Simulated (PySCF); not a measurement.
**One shape, several levels: BH2F (SMILES BF)**

We compute a comparison of 6 runs (M06-2X/STO-3G, PBE0/STO-3G, UPBE0/STO-3G, wB97X-V/STO-3G, BCCD(T)/STO-3G, CCSDT/STO-3G) of BH2F. 

The calculation is run with PySCF 2.14.0.

2 further runs of the same task are left out: 2 set aside as unsound or not needed.

### 1 The system as given

BH2F: 4 atoms, total charge 0, spin state singlet. SMILES: `BF`. The B1–H4 distance was set to 1.796 Å, away from the relaxed value. At this shape a bond of the SMILES string is far longer than usual.

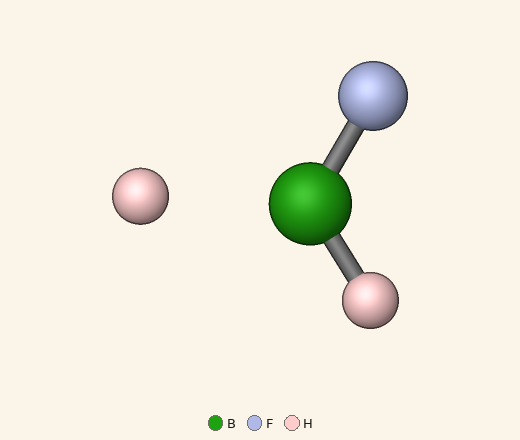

Viewed from a chosen angle; boron green, fluorine light blue, hydrogen pink.

### 2 The energy at M06-2X/STO-3G (run 1)

Input file job.py:

```python
from pyscf import gto, dft

molecule = gto.Mole()
molecule.atom = [
    ('B', (-0.058052, -0.450835, 0.366632)),
    ('F', (1.030448, -0.743535, 1.047332)),
    ('H', (-1.043252, -1.095935, 0.583632)),
    ('H', (0.034200, 0.889600, -0.825600)),
]
molecule.max_memory = 1860
molecule.basis = 'sto-3g'
molecule.spin = 0
molecule.verbose = 3
molecule.build()

myscf = dft.RKS(molecule, xc='m06-2x')
myscf.grids.level = 5
myscf.conv_tol = 1e-10
myscf.kernel()
if not myscf.converged:
    myscf = myscf.newton().run(myscf.mo_coeff, myscf.mo_occ)

etot = myscf.e_tot
print('Final energy', etot)
```

Started as:

```
$ OMP_NUM_THREADS=1 python job.py
```

The program printed:

```text
converged SCF energy = -124.058875015683
Final energy -124.05887501568304
```

It took 1.9 s on 1 thread of Arm Neoverse V2, shared host; peak memory 0.17 GiB.

### 3 A single-point energy at PBE0/STO-3G (run 2)

Input file job.py:

```python
from pyscf import gto, dft

system = gto.M(
    atom='''
B     -0.058052    -0.450835     0.366632
F      1.030448    -0.743535     1.047332
H     -1.043252    -1.095935     0.583632
H      0.034200     0.889600    -0.825600
''',
    max_memory=1860,
    basis='sto-3g',
    spin=0,
    verbose=3,
)

ks = dft.RKS(system)
ks.xc = 'pbe0'
ks.conv_tol = 1e-10
ks.grids.level = 5
ks.kernel()
if not ks.converged:
    ks = ks.newton().run(ks.mo_coeff, ks.mo_occ)

e_final = ks.e_tot
print(f'total energy: {e_final:.8f} hartree')
```

Started as:

```
$ OMP_NUM_THREADS=1 python job.py
```

The program printed:

```text
converged SCF energy = -123.943232558515
total energy: -123.94323256 hartree
```

Wall time 1.4 s (1 thread of Arm Neoverse V2, shared host); peak memory 0.17 GiB.

### 4 A single-point energy at UPBE0/STO-3G (run 3)

Input file geometry.xyz:

```xyz
4

B     -0.058052    -0.450835     0.366632
F      1.030448    -0.743535     1.047332
H     -1.043252    -1.095935     0.583632
H      0.034200     0.889600    -0.825600
```

Input file calc.py:

```python
from pyscf import gto, dft

molecule = gto.M(
    atom='geometry.xyz',
    charge=0,
    max_memory=1860,
    basis='sto-3g',
    verbose=3,
)

myscf = dft.UKS(molecule, xc='pbe0')
myscf.conv_tol = 1e-10
myscf.grids.level = 5
myscf.kernel()
if not myscf.converged:
    myscf = myscf.newton().run(myscf.mo_coeff, myscf.mo_occ)
for _ in range(3):
    mo, _, stable, _ = myscf.stability(return_status=True)
    if stable:
        break
    myscf.kernel(myscf.make_rdm1(mo, myscf.mo_occ))

e_tot = myscf.e_tot
print('E(%s) = %.9f' % ('PBE0', e_tot))
```

Started as:

```
$ OMP_NUM_THREADS=1 python calc.py
```

The program printed:

```text
converged SCF energy = -123.943232558515  <S^2> = 7.2652995e-13  2S+1 = 1
<class 'pyscf.dft.uks.UKS'> wavefunction is stable in the internal stability analysis
E(PBE0) = -123.943232559
```

It took 3.9 s on 1 thread of Arm Neoverse V2, shared host; peak memory 0.32 GiB.

Runs 4 to 5 aren't shown in full; the table further down has their settings and results.

### 5 The energy at CCSDT/STO-3G (run 6)

geometry.xyz, as its differences from that of step 4:

```diff
@@ -1,3 +1,3 @@
 4
-
+BFH2
 B     -0.058052    -0.450835     0.366632
```

Input file calc.py:

```python
from pyscf import gto, cc

system = gto.M(
    atom='geometry.xyz',
    max_memory=1860,
    basis='sto-3g',
    verbose=4,
)

hf = system.RHF()
hf.conv_tol = 1e-10
hf.kernel()
if not hf.converged:
    hf = hf.newton().run(hf.mo_coeff, hf.mo_occ)

mycc = cc.CCSDT(hf, frozen=2)
mycc.kernel()
e_tot = mycc.e_tot
print('Final energy', e_tot)
```

Started as:

```
$ OMP_NUM_THREADS=1 python calc.py
```

The program printed:

```text
PySCF version 2.14.0

[... 56 lines left out ...]
converged SCF energy = -123.478040029318
[... 16 lines left out ...]
WARN: A large `blksize` is being used, which may cause large memory consumption
[... 3 lines left out ...]
WARN: A large `blksize_oovv` is being used, which may cause large memory consumption
[... 3 lines left out ...]
WARN: A large `blksize_oooo` is being used, which may cause large memory consumption
[... 13 lines left out ...]
Init t2, MP2 energy = -123.558770417644  E_corr(MP2) -0.080730388326
[... 17 lines left out ...]
RCCSDT converged
[... 3 lines left out ...]
Final energy -123.59477350489308
```

Wall time 0.76 s (1 thread of Arm Neoverse V2, shared host); peak memory 0.12 GiB.

### 6 The series

```csv
run,level,follow instability,nlc grid,energy (Eh),dipole moment (D) of the reference,HOMO energy (eV),LUMO energy (eV),wall time
1,M06-2X/STO-3G,–,–,-124.058875,0.74,-6.62,3.56,1.9 s
2,PBE0/STO-3G,–,–,-123.943233,0.82,-5.32,2.34,1.4 s
3,UPBE0/STO-3G,yes,–,-123.943233,0.82,-5.32,2.34,3.9 s
4,wB97X-V/STO-3G,–,1,-124.032116,0.84,-7.70,5.05,8.1 s
5,BCCD(T)/STO-3G,–,–,-123.593971,–,–,–,0.86 s
6,CCSDT/STO-3G,–,–,-123.594774,0.52,-8.63,7.36,0.76 s
```

### 7 Results

| quantity | value |
| --- | --- |
| run 6: total energy | -123.59477 Eh |
| run 6: dipole moment (Hartree–Fock density) | 0.52 D |
| run 6: HOMO energy (Hartree–Fock orbitals) | -8.63 eV |
| run 6: LUMO energy (Hartree–Fock orbitals) | 7.36 eV |
| run 6: HOMO–LUMO gap (Hartree–Fock orbitals) | 15.98 eV |
| run 6: correlation energy (2 core orbitals frozen) | -116.7 mEh |
| run 6: T1 diagnostic | 0.020 |

**Reading.** Over runs 1, 2, 3, 4 the dipole moment (its size) runs from 0.74 D (M06-2X/STO-3G) to 0.84 D (wB97X-V/STO-3G). Over runs 1, 2, 3, 4 the HOMO–LUMO gap runs from 7.66 eV (UPBE0/STO-3G) to 12.75 eV (wB97X-V/STO-3G). Totals of different functionals can't be ranked against each other. In runs 1, 2, 3, 4, 5, 6 the basis is minimal, so the values are rough. All runs together took 17 s, the longest 8.1 s.
